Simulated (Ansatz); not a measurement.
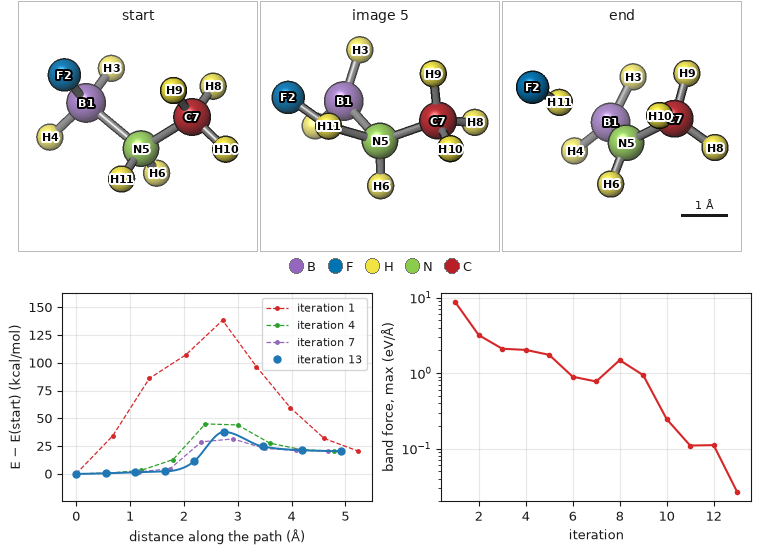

A search for the minimum-energy path of CH₇BFN by the nudged elastic band. Images are numbered from 0 (start) to 8 (end). The plot follows the band through its iterations. The picture is a ball-and-stick view, seen at a tilt.

Computed with RKS B3LYP/def2-mTZVP in Ansatz 0.2.0. Set-up: 7 movable images; climbing image; force threshold 0.03 eV/Å; iteration limit 60; starting path through a guess of the saddle point.

**Judge this run.**

The result is final at these settings. The band converged in 13 iterations. The largest component of the band force went from 8.7 to 0.027 eV/Å. The climbing image converged on the top of the path. Its vibrational analysis gives one imaginary mode (985i cm⁻¹), as a transition state must have. The first iteration put the highest image at 138.3 kcal/mol. The highest point, image 5, lies 37.8 kcal/mol above the start and 17.3 kcal/mol above the end; the end is at +20.5 kcal/mol relative to the start.
